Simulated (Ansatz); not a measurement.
**C₃H₈SSi: geometry optimisation**

Aim: relax C₃H₈SSi at this level.

Method: RKS PBE-D4/def2-SVP; program: Ansatz 0.2.0.

### Step 1. The starting structure

SMILES `CC1(S)C[SiH2]1`, 13 atoms, charge 0, spin multiplicity 1.

Atoms are counted from 1 here; the program's logs count them from 0.

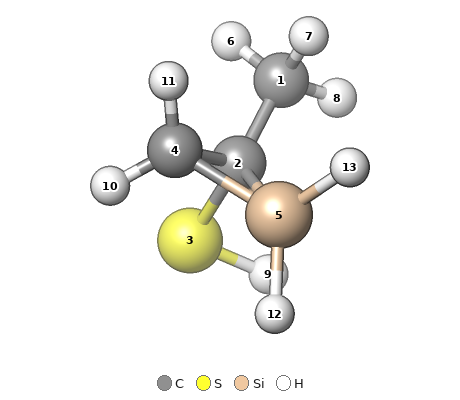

The starting geometry (carbon grey, sulfur yellow, silicon light orange, hydrogen white); atoms are numbered from 1 in the order of the file.

Geometry (Å):

```xyz
13

C    -0.9328    0.2272    1.2214
C    -0.2053    0.2525   -0.1115
S    -0.6614    1.6290   -1.2170
C    -0.1153   -1.0760   -0.9018
Si    1.5516   -0.4322   -0.3197
H    -2.0312    0.1534    1.0651
H    -0.6118   -0.6399    1.8366
H    -0.7310    1.1463    1.8080
H    -0.0133    2.6189   -0.5382
H    -0.3578   -1.0396   -1.9779
H    -0.5464   -1.9586   -0.3973
H     2.4812    0.2188   -1.2894
H     2.1938   -1.1346    0.8365
```

### Step 2. Relaxation

input.yaml

```yaml
crystal:
  periodic: [false, false, false]
  atoms:
    - { symbol: C, position_ang: [-0.932796, 0.227243, 1.221407] }
    - { symbol: C, position_ang: [-0.205318, 0.252478, -0.111458] }
    - { symbol: S, position_ang: [-0.661411, 1.629031, -1.21704] }
    - { symbol: C, position_ang: [-0.115337, -1.075985, -0.901826] }
    - { symbol: Si, position_ang: [1.551575, -0.432194, -0.319669] }
    - { symbol: H, position_ang: [-2.031237, 0.153449, 1.06511] }
    - { symbol: H, position_ang: [-0.611758, -0.639944, 1.836577] }
    - { symbol: H, position_ang: [-0.731016, 1.146267, 1.808028] }
    - { symbol: H, position_ang: [-0.013266, 2.618912, -0.538161] }
    - { symbol: H, position_ang: [-0.357766, -1.03961, -1.977909] }
    - { symbol: H, position_ang: [-0.546387, -1.958647, -0.397323] }
    - { symbol: H, position_ang: [2.481199, 0.218801, -1.289367] }
    - { symbol: H, position_ang: [2.193818, -1.134602, 0.836531] }
basis:
  gaussian: { orbitals: def2-SVP }
hamiltonian:
  xc: pbe
  dispersion: d4
output:
  forces: true
relax:
  f_tol: 0.003
  max_steps: 120
```

The run is started by

```console
$ ansatz run input.yaml --threads 1 --pin off --max-ram 2560MiB --backend cpu --events-out ev --progress --plain --runs-dir out
```

The log of the run:

```text
Warning: RAYON_NUM_THREADS=1 ignored (pool sized by the plan → 1); use --threads N
The last accepted step is kept in <dir> (removed where the run ends without a failure and the disk answers)
Engine: ansatz 0.2.0, x86_64-unknown-linux-gnu
Functional definition: PBE
  parameter kappa = 0.804
  parameter beta = 0.06672455060314922
  exchange = pbe_x(kappa = kappa, mu = beta*pi^2/3)
  correlation = pbe_c(beta = beta)
1339 factors; their error is unknown
mean field evaluation 1: about -21918.8511 eV, gradient 7.0e1 eV
mean field evaluation 2: about -21872.2209 eV, gradient 1.4e2 eV
mean field evaluation 4: about -21931.4119 eV, gradient 1.4e1 eV
mean field evaluation 8: about -21931.8778 eV, gradient 2.2e-1 eV
mean field evaluation 16: about -21931.7927 eV, gradient 7.4e-4 eV
mean field -21931.79270331 eV, -805.9785159436 hartree, gradient 5.3e-5 eV, S^2 0.000000; 0 other end points of the search recorded, 0 dependent functions left out
the calculation of the forces begins
reference -21931.79273922 eV, -805.9785172634 hartree; 28, 28 occupied and 90, 90 virtual orbitals, 1339 factors
relax step   1: F+E_penalty+E_count = -21932.12895360 eV  Δ(F+E_penalty+E_count) = +0.000e0 eV  max|allowed force component| = 2.146e-2 eV/Å  Δτ_max = 0.0000 Å  (29 SCF iters, accepted)
these checks for a lower state are left out or cut short: starts, cluster_reference, orbital_swaps, neighbouring_geometries, increment
1339 factors; their error is unknown
mean field -21931.79275752 eV, -805.9785179358 hartree, gradient 1.5e-5 eV, S^2 0.000000; 0 other end points of the search recorded, 0 dependent functions left out
the calculation of the forces begins
reference -21931.79279342 eV, -805.9785192553 hartree; 28, 28 occupied and 90, 90 virtual orbitals, 1339 factors
relax step   2: F+E_penalty+E_count = -21932.12902766 eV  Δ(F+E_penalty+E_count) = -7.407e-5 eV  max|allowed force component| = 2.140e-2 eV/Å  Δτ_max = 0.0037 Å  (23 SCF iters, accepted)
these checks for a lower state are left out or cut short: starts, cluster_reference, orbital_swaps, neighbouring_geometries, increment
1339 factors; their error is unknown
mean field -21931.79276753 eV, -805.9785183036 hartree, gradient 1.4e-5 eV, S^2 0.000000; 0 other end points of the search recorded, 0 dependent functions left out
the calculation of the forces begins
reference -21931.79280343 eV, -805.9785196230 hartree; 28, 28 occupied and 90, 90 virtual orbitals, 1339 factors
relax step   3: F+E_penalty+E_count = -21932.12905362 eV  Δ(F+E_penalty+E_count) = -2.595e-5 eV  max|allowed force component| = 6.776e-3 eV/Å  Δτ_max = 0.0032 Å  (23 SCF iters, accepted)
these checks for a lower state are left out or cut short: starts, cluster_reference, orbital_swaps, neighbouring_geometries, increment
1339 factors; their error is unknown
mean field evaluation 32: about -21931.8763 eV, gradient 2.6e-1 eV
mean field -21931.79277451 eV, -805.9785185603 hartree, gradient 7.2e-6 eV, S^2 0.000000; 0 other end points of the search recorded, 0 dependent functions left out
the calculation of the forces begins
reference -21931.79281042 eV, -805.9785198798 hartree; 28, 28 occupied and 90, 90 virtual orbitals, 1339 factors
relax step   4: F+E_penalty+E_count = -21932.12906000 eV  Δ(F+E_penalty+E_count) = -6.384e-6 eV  max|allowed force component| = 2.536e-3 eV/Å  Δτ_max = 0.0023 Å  (23 SCF iters, accepted)
1339 factors; their error is unknown
mean field -21931.79277451 eV, -805.9785185603 hartree, gradient 7.0e-6 eV, S^2 0.000000; 1 other end points of the search recorded, 0 dependent functions left out
the calculation of the forces begins
reference -21931.79281042 eV, -805.9785198798 hartree; 28, 28 occupied and 90, 90 virtual orbitals, 1339 factors
Total energy: -21932.12909591 eV, -805.9908781435 hartree
Atom 0 at    -0.932894     0.225178     1.220416 Å, force     0.000037    -0.000132     0.000032 eV/Å
Atom 1 at    -0.205458     0.253852    -0.111962 Å, force     0.000432    -0.000651     0.000990 eV/Å
Atom 2 at    -0.662417     1.631416    -1.215948 Å, force     0.000275    -0.000862    -0.000230 eV/Å
Atom 3 at    -0.115530    -1.075979    -0.902302 Å, force     0.000592     0.002536    -0.000036 eV/Å
Atom 4 at     1.550635    -0.431169    -0.320449 Å, force    -0.000968     0.000438    -0.000751 eV/Å
Atom 5 at    -2.031174     0.151245     1.065202 Å, force    -0.000864    -0.000024    -0.000295 eV/Å
Atom 6 at    -0.611278    -0.642846     1.834073 Å, force     0.000046    -0.000088     0.000088 eV/Å
Atom 7 at    -0.731228     1.143054     1.808418 Å, force     0.000214     0.000631     0.000110 eV/Å
Atom 8 at    -0.006175     2.620107    -0.542575 Å, force    -0.000047    -0.001386    -0.000045 eV/Å
Atom 9 at    -0.362269    -1.041716    -1.977153 Å, force    -0.000694    -0.000405    -0.000272 eV/Å
Atom 10 at    -0.544241    -1.956814    -0.392502 Å, force     0.000070     0.000126     0.000135 eV/Å
Atom 11 at     2.481512     0.221158    -1.287451 Å, force     0.000619     0.000544    -0.000138 eV/Å
Atom 12 at     2.190816    -1.132288     0.837133 Å, force     0.000288    -0.000726     0.000410 eV/Å
Dipole moment:     0.122694    -0.064015     0.215152 e Å
```

Run time: 73 s. Hardware: 1 thread of Intel Xeon at 2.50GHz (Skylake/Cascade Lake), shared host; peak memory 0.17 GiB.

Along the way:

```
step  energy from step 1 (eV)  largest force component (eV/Å)
   1                   0.0000                          0.0215
   2                  -0.0001                          0.0214
   3                  -0.0001                          0.0068
   4                  -0.0001                          0.0025
```

Distances of close pairs at the start and the end, largest changes first:

```
   bond  before (Å)  after (Å)  change (Å)
  C2–C4       1.548      1.550      +0.001
 C2–Si5       1.897      1.896      -0.001
Si5–H13       1.498      1.497      -0.000
 C4–Si5       1.879      1.879      -0.000
Si5–H12       1.493      1.492      -0.000
  C1–C2       1.519      1.518      -0.000
 C4–H10       1.104      1.103      -0.000
  C1–H6       1.112      1.112      -0.000
```

### Step 3. Summary of results

| quantity | value |
| --- | --- |
| energy gained | 0.0001 eV |
| root mean square move | 0.004 Å |
| dipole moment | 1.23 D |

Bond lengths: C1–C2 1.518 Å, C1–H6 1.112 Å, C1–H7 1.111 Å, C1–H8 1.109 Å, C2–S3 1.824 Å, C2–C4 1.550 Å, C2–Si5 1.896 Å, S3–H9 1.364 Å, C4–Si5 1.879 Å, C4–H10 1.103 Å, C4–H11 1.104 Å, Si5–H12 1.492 Å, Si5–H13 1.497 Å. Angles: C2–C1–H6 110.6°, C2–C1–H7 111.2°, C2–C1–H8 111.3°, H6–C1–H7 108.1°, H6–C1–H8 108.0°, H7–C1–H8 107.5°, C1–C2–S3 115.2°, C1–C2–C4 117.3°, C1–C2–Si5 122.2°, S3–C2–C4 110.7°, S3–C2–Si5 116.0°, C4–C2–Si5 65.2°, C2–S3–H9 97.4°, C2–C4–Si5 66.4°, C2–C4–H10 117.2°, C2–C4–H11 115.2°, Si5–C4–H10 119.3°, Si5–C4–H11 118.4° and more. No frequencies were computed here.
